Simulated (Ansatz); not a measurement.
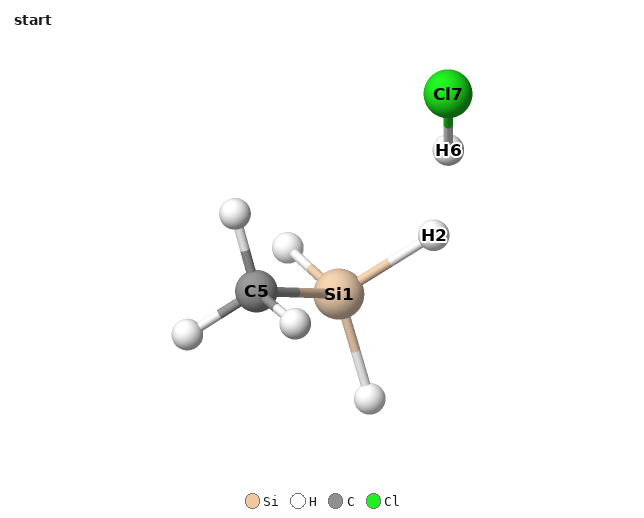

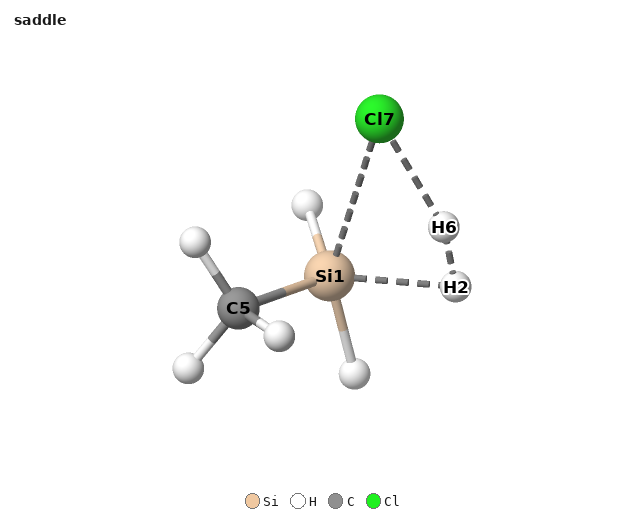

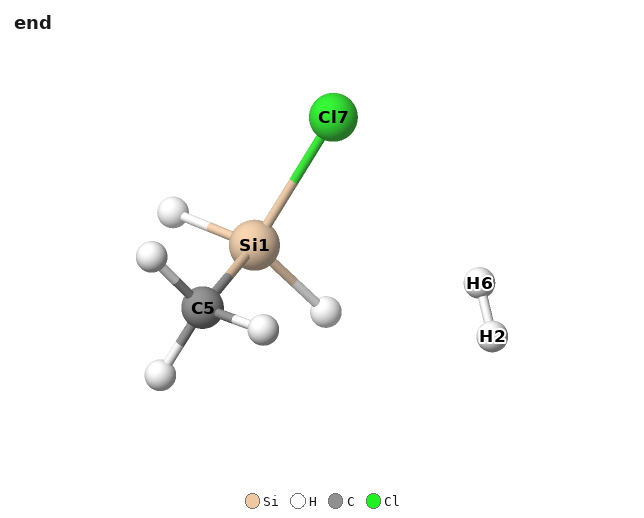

A saddle point and the two end points reached downhill from it. Broken sticks mark bonds that form or break. The species is neutral and a spin singlet. Geometries: PBE0-D4/def2-TZVP; all other levels are single points on them, and energies count from the start as drawn. Program: Ansatz 0.2.0. In CBS estimates cores are frozen, and CCSD(T) − MP2 is taken in the smaller basis.

### Which bonds form and which break from start to end?

Formed: Si1–Cl7, H2–H6; broken: Si1–H2, H6–Cl7. At the saddle point Si1···Cl7 is 2.54 Å, H2···H6 is 0.89 Å, Si1···H2 is 1.72 Å, H6···Cl7 is 1.75 Å.

Give the electronic barrier and the reaction energy from start to end in kJ/mol (no zero-point energy) with CCSD(T)/CBS (MP2 limit from def2-TZVPP and def2-QZVPP plus CCSD(T) − MP2); ωB97M-V/def2-SVP.

```tsv
level	barrier	reaction energy
CCSD(T)/CBS (MP2 limit from def2-TZVPP and def2-QZVPP plus CCSD(T) − MP2)	152.5	−78.2
ωB97M-V/def2-SVP	154.8	−69.6
```
